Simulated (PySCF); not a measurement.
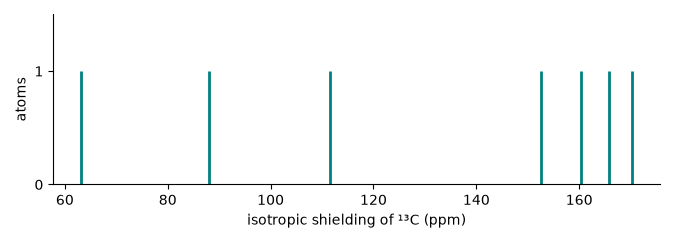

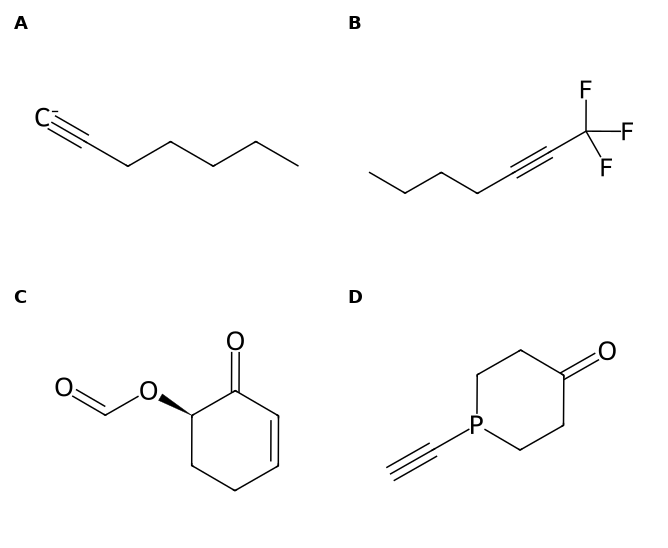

The sticks are computed shieldings of one of the molecules, for one fixed geometry (GFN2-xTB) without averaging over rotations. Low shielding means a high chemical shift. Method: GIAO PBE0/pcSseg-1 NMR shielding, non-relativistic, gas phase (PySCF 2.14.0).

**Match the spectrum to a structure.**

B, `CCCCC#CC(F)(F)F`. Its 7 C atoms give lines at 63.1, 88.0, 111.5, 152.5, 160.4, 165.8, 170.3 ppm.

The geometry is semi-empirical. Around P such bond lengths and angles can be off by a tenth of an ångström or more and by several degrees, and values that hang on the shape move with them.
